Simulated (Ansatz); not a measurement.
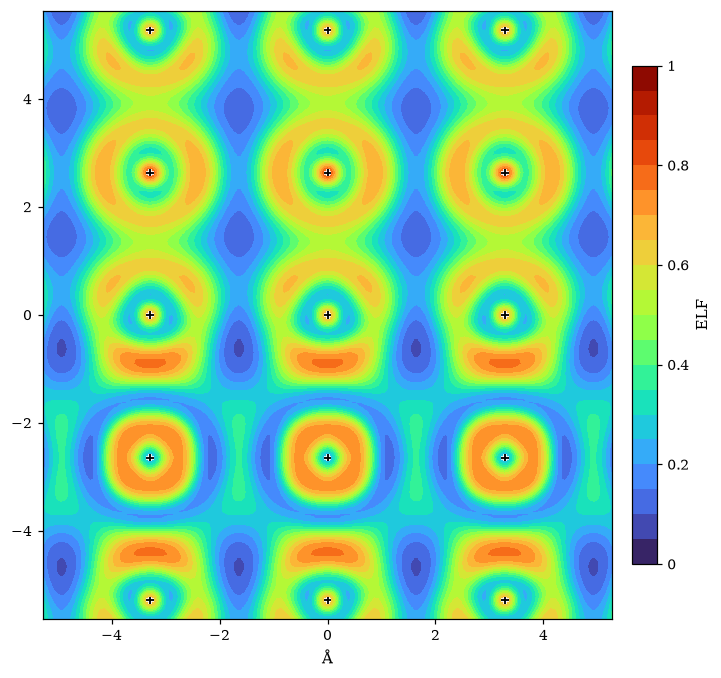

The ELF on a plane through atoms (crosses mark nuclei in the plane).

The calculation used Ansatz, DFT r2SCAN, scalar-relativistic, plane waves, PAW.

Candidates:
A. Si$_{7}$Mo, a = 3.28 Å, b = 3.28 Å, c = 10.56 Å, α = 90.00°, β = 90.00°, γ = 90.00°. Space group P4/mmm; a generated structure, not necessarily the stable one; computed pressure about −3 GPa in this cell; computed without spin polarisation.
B. Ca$_{2}$Sn$_{2}$N, a = 3.55 Å, b = 3.55 Å, c = 21.92 Å, α = 90.00°, β = 90.00°, γ = 120.00°. Space group P6₃/mmc; a generated structure, not necessarily the stable one.

> Which candidate gave the map?

Candidate A: Si$_{7}$Mo on the (100) plane of the conventional cell, which holds Si and Mo. Si–Mo (2.64 Å): the ELF peaks at about 0.75 in the valence shell of Si, 0.9 Å from its nucleus, and is about 0.40 at the midpoint. Si–Si (2.64 Å): the ELF peaks at about 0.65 between the atoms.
